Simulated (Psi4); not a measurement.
# SiAsH5 (SMILES [SiH3][AsH2]), step by step

Aim: a series of 10 runs (PBE-D4/def2-SVP, PBE0-D4/def2-TZVP, PBE-D4/def2-TZVPP, r2SCAN-D4/def2-TZVPP, B3LYP-D4/def2-TZVPP, PBE0-D4/def2-TZVPP, wB97M-V/def2-TZVPP, CCSD(T)/def2-TZVPP, and more) of SiAsH5. 

Program for the calculation: Psi4 1.11.

## Step 1: The system as given

SiAsH5 has 7 atoms, charge 0, and is taken as a singlet. As SMILES, `[SiH3][AsH2]`. Geometry: a GFN2-xTB, rattled relaxation, a rough one for these elements and not checked as a minimum. The run starts from this shape.

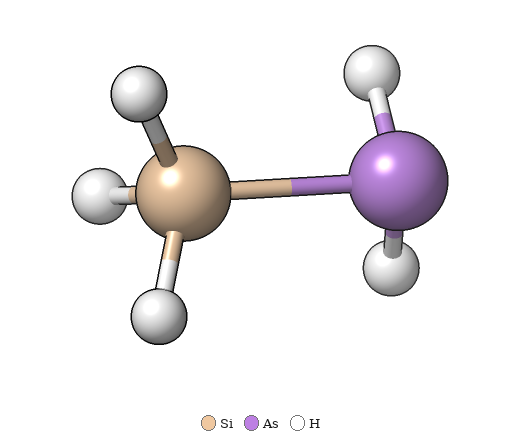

Viewed from a chosen angle; silicon light orange, arsenic purple, hydrogen white.

## Step 2: A geometry optimisation at PBE-D4/def2-SVP (density fitting) (run 1)

calc.in

```
memory 3300 mb

molecule {
  0 1
  Si    -0.589208    -0.442007    -0.372651
  As     0.975119     0.203909     1.208882
  H     -1.974640    -0.640162     0.198066
  H     -0.188042    -1.751797    -0.905877
  H     -0.657073     0.374764    -1.551904
  H      0.459059     1.603640     1.129254
  H      2.003158     0.572961     0.210496
  units angstrom
  symmetry c1
}

set basis def2-SVP
set reference rks
set scf_type df
set geom_maxiter 60
set max_force_g_convergence 0.0005

energy_value, wavefunction = optimize('pbe-d4', return_wfn=True)
print_variables()
```

Run with:

```sh
psi4 calc.in calc.out -n 2
```

calc.out:

```text
[...]
  Running in c1 symmetry.
[...]
  Nuclear repulsion =  167.735907041207554
[...]
  Multiplicity = 1
[...]
  Nalpha       = 26
  Nbeta        = 26
[...]
    Number of basis functions: 75
[...]
   @DF-RKS iter   1: -2526.23226337229380   -1.77922e+00   3.21596e-02 ADIIS/DIIS
[...]
   @DF-RKS iter   8: -2527.50032949829028   -5.00222e-12   9.33305e-09 DIIS
[...]
  @DF-RKS Final Energy: -2527.50032949829028
   => Energetics <=
    Nuclear Repulsion Energy =            162.6945345786774055
    One-Electron Energy =               -3842.3653442822892430
    Two-Electron Energy =                1257.4242549258842701
    DFT Exchange-Correlation Energy =    -105.2492028732255278
    Empirical Dispersion Energy =          -0.0045718473376652
    VV10 Nonlocal Energy =                  0.0000000000000000
    Total Energy =                      -2527.5003294982902844
[...]
 Multipole Moments:
 ------------------------------------------------------------------------------------
     Multipole            Electronic (a.u.)      Nuclear  (a.u.)        Total (a.u.)
 ------------------------------------------------------------------------------------
 L = 1.  Multiply by 2.5417464519 to convert [e a0] to [Debye]
 Dipole X            :          6.7660504           -6.7621317            0.0039186
 Dipole Y            :          1.5922144           -1.4765096            0.1157048
 Dipole Z            :          8.3815273           -8.4919813           -0.1104540
 Magnitude           :                                                    0.1600095
[...]
  -Total Gradient:
     Atom            X                  Y                   Z
    ------   -----------------  -----------------  -----------------
       1       -0.000230337157    -0.000300969718    -0.000529723207
       2        0.000363876033    -0.000029783966     0.000042900849
       3       -0.000078292124     0.000167524226    -0.000048214229
       4        0.000036528634     0.000146682246     0.000261193393
       5        0.000017100290    -0.000054651921     0.000156698593
       6       -0.000026486194    -0.000074537145     0.000062710545
       7       -0.000081680319     0.000139301223     0.000053488394
[...]
    Final optimized geometry and variables:
    Molecular point group: c1
    Full point group: C1
    Geometry (in Angstrom), charge = 0, multiplicity = 1:
    SI          -1.120615174280    -0.509992375233    -1.161557770535
    AS           0.459548989846     0.188647858729     0.495319654033
    H           -2.479108438116    -0.576812321899    -0.517456400766
    H           -0.737016802160    -1.889026590314    -1.623569954072
    H           -1.191424581728     0.405279328077    -2.353319907613
    H           -0.131185290709     1.612579738617     0.504330342874
    H            1.483864872958     0.581158544805    -0.587486863593
  Variable Map:
  ----------------------------------------------------------------------------
  "CURRENT ENERGY"                                 =>   -2527.500329498290
[...]
```

The script printed:

```text
Optimizer: Optimization complete!
```

Run time: 3.7 min. Hardware: 2 threads of Intel Xeon at 2.50GHz (Skylake/Cascade Lake), shared host; peak memory 0.62 GiB.

Step by step:

```
step  energy from the first frame kept (eV)  largest force (eV/Å)
   0                                 0.0000                1.5318
   1                                -0.1882                0.3987
   2                                -0.1947                0.1446
   3                                -0.1911                0.0648
   4                                -0.1947                0.0335
```

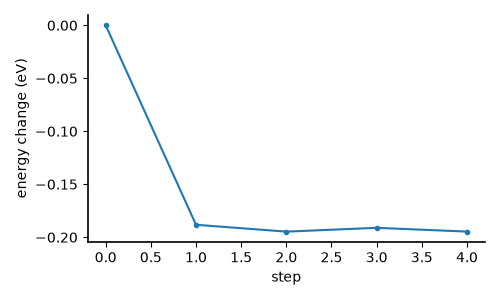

Energy along the run.

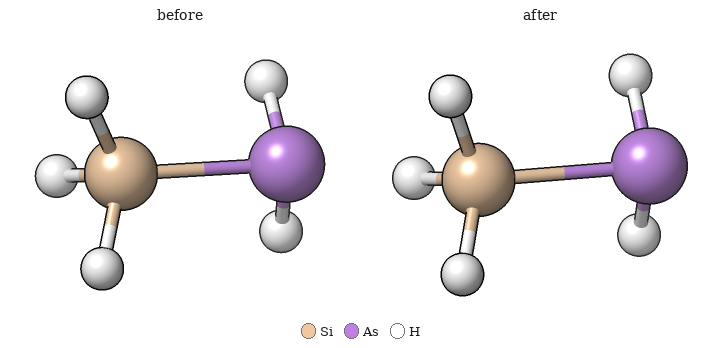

Before and after, at one scale.

After the run. Bond lengths: Si1–As2 2.394 Å, Si1–H3 1.505 Å, Si1–H4 1.504 Å, Si1–H5 1.504 Å, As2–H6 1.542 Å, As2–H7 1.541 Å. Angles: Si1–As2–H6 91.2°, Si1–As2–H7 91.5°, As2–Si1–H3 108.2°, As2–Si1–H4 108.2°, As2–Si1–H5 113.7°, H6–As2–H7 91.3°, H3–Si1–H4 108.7°, H3–Si1–H5 108.9°, H4–Si1–H5 109.1°.

## Step 3: A geometry optimisation at PBE0-D4/def2-TZVP (density fitting) (run 2)

calc.dat

```
memory 3300 mb

molecule molecule1 {
  0 1
  Si    -0.599825    -0.481533    -0.427629
  As     0.980340     0.217107     1.229249
  H     -1.958318    -0.548353     0.216473
  H     -0.216226    -1.860567    -0.889641
  H     -0.670634     0.433739    -1.619391
  H      0.389605     1.641039     1.238259
  H      2.004655     0.609618     0.146442
  symmetry c1
}

set globals {
  basis def2-TZVP
  scf_type df
  geom_maxiter 50
  max_force_g_convergence 0.0002
}

e_tot = optimize('pbe0-d4')
print_variables()
```

Run with:

```sh
psi4 -n 2 calc.dat calc.out
```

calc.out, cut to the lines that bear on the results:

```text
[...]
  Running in c1 symmetry.
[...]
  Nuclear repulsion =  162.694493672631040
[...]
  Multiplicity = 1
[...]
  Nalpha       = 26
  Nbeta        = 26
[...]
    Number of basis functions: 115
[...]
   @DF-RKS iter   1: -2526.59936641174136   -2.02301e+00   2.45159e-02 ADIIS/DIIS
[...]
   @DF-RKS iter   7: -2527.97999053725562   -1.81899e-12   4.43363e-09 DIIS
[...]
  @DF-RKS Final Energy: -2527.97999053725562
   => Energetics <=
    Nuclear Repulsion Energy =            164.6451779471533143
    One-Electron Energy =               -3847.4743934256753164
    Two-Electron Energy =                1234.4129778220678872
    DFT Exchange-Correlation Energy =     -79.5598896335463053
    Empirical Dispersion Energy =          -0.0038632472553275
    VV10 Nonlocal Energy =                  0.0000000000000000
    Total Energy =                      -2527.9799905372560715
[...]
 Multipole Moments:
 ------------------------------------------------------------------------------------
     Multipole            Electronic (a.u.)      Nuclear  (a.u.)        Total (a.u.)
 ------------------------------------------------------------------------------------
 L = 1.  Multiply by 2.5417464519 to convert [e a0] to [Debye]
 Dipole X            :          6.5015086           -6.5150710           -0.0135624
 Dipole Y            :          1.6951898           -1.6018577            0.0933321
 Dipole Z            :          8.3108339           -8.4357885           -0.1249547
 Magnitude           :                                                    0.1565518
[...]
  -Total Gradient:
     Atom            X                  Y                   Z
    ------   -----------------  -----------------  -----------------
       1        0.000027385079    -0.000053980245     0.000099064050
       2        0.000011422974     0.000040180031    -0.000044492400
       3       -0.000014849337    -0.000002488611     0.000012343218
       4       -0.000035151996    -0.000016929464    -0.000044342956
       5        0.000053726805     0.000050950059    -0.000001477745
       6       -0.000036852965    -0.000011185581    -0.000016320371
       7        0.000006656284    -0.000006223368     0.000014554220
[...]
    Final optimized geometry and variables:
    Molecular point group: c1
    Full point group: C1
    Geometry (in Angstrom), charge = 0, multiplicity = 1:
[...]
```

Standard output:

```text
Optimizer: Optimization complete!
```

Run time: 2.8 min. Hardware: 2 threads of Intel Xeon at 2.50GHz (Skylake/Cascade Lake), shared host; peak memory 0.79 GiB.

Step by step:

```
step  energy from the first frame kept (eV)  largest force (eV/Å)
   0                                 0.0000                0.5701
   1                                -0.0195                0.0672
   2                                -0.0203                0.0181
   3                                -0.0204                0.0060
```

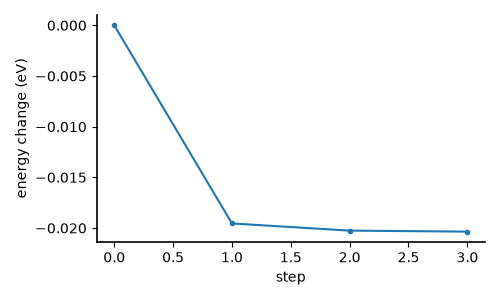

Energy along the run.

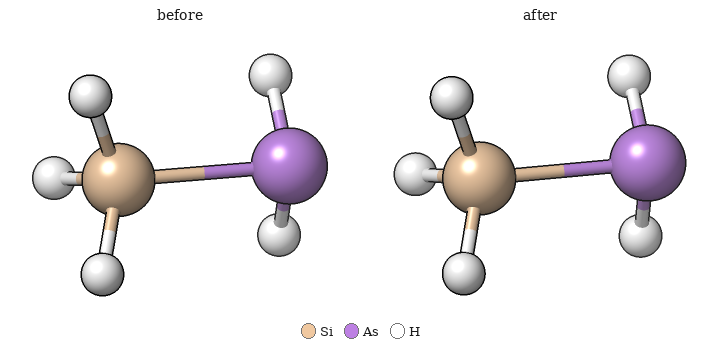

Before and after, at one scale.

After the run. Bond lengths: Si1–As2 2.365 Å, Si1–H3 1.486 Å, Si1–H4 1.486 Å, Si1–H5 1.486 Å, As2–H6 1.523 Å, As2–H7 1.523 Å. Angles: Si1–As2–H6 92.0°, Si1–As2–H7 92.2°, As2–Si1–H3 108.2°, As2–Si1–H4 108.3°, As2–Si1–H5 113.3°, H6–As2–H7 92.2°, H3–Si1–H4 108.8°, H3–Si1–H5 109.1°, H4–Si1–H5 109.0°.

Runs 3 to 7 aren't shown in full; the table further down has their settings and results.

## Step 4: A single-point energy at wB97M-V/def2-TZVPP (density fitting) (run 8)

job.inp

```
memory 3300 MB

molecule molecule1 {
  Si
  As 1 2.365185
  H 1 1.486264 2 108.15988
  H 1 1.486243 3 108.82098 2 117.47295
  H 1 1.48578 4 109.04151 3 -118.87333
  H 2 1.522768 1 92.02943 5 46.32702
  H 2 1.522703 6 92.23323 1 92.24941
  units angstrom
  symmetry c1
}

set basis def2-TZVPP
set reference rks
set scf_type df
set dft_radial_points 99
set dft_spherical_points 590
set dft_vv10_postscf true

e_tot, wfn = energy('wb97m-v', return_wfn=True)
```

Run with:

```sh
psi4 job.inp job.out -n 2
```

job.out:

```text
Psi4 1.11 release

   => Loading Basis Set <=

    Name: DEF2-TZVPP
    Role: ORBITAL
    Keyword: BASIS

         ---------------------------------------------------------
                                   SCF
                              RKS Reference
                        2 Threads,   3147 MiB Core
         ---------------------------------------------------------

  ==> Geometry <==

    Molecular point group: c1
    Full point group: C1

    Geometry (in Angstrom), charge = 0, multiplicity = 1:

[... 93 lines left out ...]
    Weights Tolerance      =       1.00E-15
[... 22 lines left out ...]
    Mask sparsity (%):       2.9531
    Fitting Condition:        1E-10

   => Auxiliary Basis Set <=

  Basis Set: (DEF2-TZVPP AUX)
    Blend: DEF2-UNIVERSAL-JKFIT
    Number of shells: 128
    Number of basis functions: 484
    Number of Cartesian functions: 626
    Spherical Harmonics?: true
    Max angular momentum: 5

  Cached 50.0% of DFT collocation blocks in 1.649 [GiB].

  Minimum eigenvalue in the overlap matrix is 2.7935431012E-03.
  Reciprocal condition number of the overlap matrix is 5.2776701519E-04.
    Using symmetric orthogonalization.

  ==> Pre-Iterations <==

  SCF Guess: Superposition of Atomic Densities via on-the-fly atomic UHF (no occupation information).

   -------------------------
    Irrep   Nso     Nmo
   -------------------------
     A        160     160
   -------------------------
    Total     160     160
   -------------------------

  VV10: post-SCF option active

  ==> Iterations <==

                           Total Energy        Delta E     RMS |[F,P]|

   @DF-RKS iter SAD: -2524.91681348397378   -2.52492e+03   0.00000e+00
   @DF-RKS iter   1: -2527.13196701357674   -2.21515e+00   1.71194e-02 DIIS/ADIIS
   @DF-RKS iter   2: -2526.94697708494687    1.84990e-01   2.11694e-02 DIIS/ADIIS
```

Wall time 2 min (2 threads of Intel Xeon at 2.50GHz (Skylake/Cascade Lake), shared host).

Time ran out before the run finished.

Run 9 isn't shown in full; the table further down has it.

## Step 5: The energy at MP2/def2-QZVPP (density fitting, density fitting for correlation) (run 10)

calc.inp

```
memory 3.3 GB

molecule {
  0 1
  Si    -0.576934    -0.489307    -0.417312
  As     0.969558     0.221299     1.225096
  H     -1.914070    -0.599183     0.222200
  H     -0.163395    -1.833514    -0.897948
  H     -0.668246     0.433613    -1.578097
  H      0.432417     1.645806     1.192196
  H      2.028439     0.532918     0.176149
  symmetry c1
}

set basis def2-QZVPP
set scf_type df
set num_frozen_docc 14

E, wfn = energy('mp2', return_wfn=True)
```

Run with:

```sh
psi4 calc.inp calc.out -n 2
```

calc.out:

```text
[...]
  Running in c1 symmetry.
[...]
  Nuclear repulsion =  164.645200823942133
[...]
  Multiplicity = 1
[...]
  Nalpha       = 26
  Nbeta        = 26
[...]
    Number of basis functions: 309
[...]
   @DF-RHF iter   1: -2524.87457222455077   -2.88434e+00   9.88887e-03 ADIIS/DIIS
[...]
   @DF-RHF iter  11: -2526.10447961633508   -5.00222e-11   6.34616e-09 DIIS
[...]
    Orbital Energies [Eh]
    ---------------------
    Doubly Occupied:
       1A   -432.567930     2A    -68.786051     3A    -56.292183
       4A    -50.137153     5A    -50.137054     6A    -50.136637
       7A     -8.013319     8A     -6.132922     9A     -5.867913
      10A     -5.867167    11A     -5.864846    12A     -4.239379
      13A     -4.239052    14A     -4.238913    15A     -2.101907
      16A     -2.100978    17A     -2.098309    18A     -2.097244
      19A     -2.095460    20A     -0.834802    21A     -0.697856
      22A     -0.513496    23A     -0.497333    24A     -0.474992
      25A     -0.429243    26A     -0.363933
[...]
  @DF-RHF Final Energy: -2526.10447961633508
   => Energetics <=
    Nuclear Repulsion Energy =            164.6452008239421332
    One-Electron Energy =               -3847.8472164438594518
    Two-Electron Energy =                1157.0975360035822632
    Total Energy =                      -2526.1044796163350838
[...]
 Multipole Moments:
 ------------------------------------------------------------------------------------
     Multipole            Electronic (a.u.)      Nuclear  (a.u.)        Total (a.u.)
 ------------------------------------------------------------------------------------
 L = 1.  Multiply by 2.5417464519 to convert [e a0] to [Debye]
 Dipole X            :          6.4565645           -6.5150692           -0.0585046
 Dipole Y            :          1.6819200           -1.6018581            0.0800620
 Dipole Z            :          8.2543752           -8.4357897           -0.1814145
 Magnitude           :                                                    0.2067461
[...]
```

It took 31 s on 2 threads of Intel Xeon at 2.50GHz (Skylake/Cascade Lake), shared host; peak memory 0.89 GiB.

## Step 6: All runs side by side

```
run                                                                  level  geom maxiter  max force g convergence   energy (Eh)  HOMO energy (eV)  LUMO energy (eV)  HOMO–LUMO gap (eV)  wall time
  1                                      PBE-D4/def2-SVP (density fitting)            60                   0.0005  -2527.500329             -6.51             -0.51                6.00    3.7 min
  2                                    PBE0-D4/def2-TZVP (density fitting)            50                   0.0002  -2527.979991             -7.55              0.18                7.73    2.8 min
  3                                    PBE0-D4/def2-TZVP (density fitting)             –                        –       timeout                 –                 –                   –     13 min
  4                                    PBE-D4/def2-TZVPP (density fitting)             –                        –  -2527.882004             -6.49             -0.63                5.86    1.7 min
  5                                 r2SCAN-D4/def2-TZVPP (density fitting)             –                        –       timeout                 –                 –                   –      2 min
  6                                  B3LYP-D4/def2-TZVPP (density fitting)             –                        –  -2528.455351             -7.34             -0.03                7.30       90 s
  7                                   PBE0-D4/def2-TZVPP (density fitting)             –                        –  -2527.980974             -7.55              0.18                7.72       70 s
  8                                   wB97M-V/def2-TZVPP (density fitting)             –                        –       timeout                 –                 –                   –      2 min
  9  CCSD(T)/def2-TZVPP (density fitting, density fitting for correlation)             –                        –       timeout                 –                 –                   –    6.4 min
 10      MP2/def2-QZVPP (density fitting, density fitting for correlation)             –                        –  -2526.806986             -9.90              2.30               12.20       31 s
```

## Step 7: Outcome

| quantity | value |
| --- | --- |
| run 10, MP2/def2-QZVPP: total energy | -2526.80699 Eh |
| run 10, MP2/def2-QZVPP: HOMO energy (Hartree–Fock orbitals) | -9.90 eV |
| run 10, MP2/def2-QZVPP: LUMO energy (Hartree–Fock orbitals) | 2.30 eV |
| run 10, MP2/def2-QZVPP: HOMO–LUMO gap (Hartree–Fock orbitals) | 12.20 eV |
| run 10, MP2/def2-QZVPP: correlation energy (14 core orbitals frozen) | -702.5 mEh |

**Reading.** Over runs 4, 6, 7 the dipole moment (its size) runs from 0.30 D (B3LYP-D4/def2-TZVPP) to 0.39 D (PBE0-D4/def2-TZVPP). Over runs 4, 6, 7 the HOMO–LUMO gap runs from 5.86 eV (PBE-D4/def2-TZVPP) to 7.72 eV (PBE0-D4/def2-TZVPP). Totals of different functionals can't be ranked against each other. All runs together took 35 min, the longest 13 min. 4 of the 10 runs did not end normally.
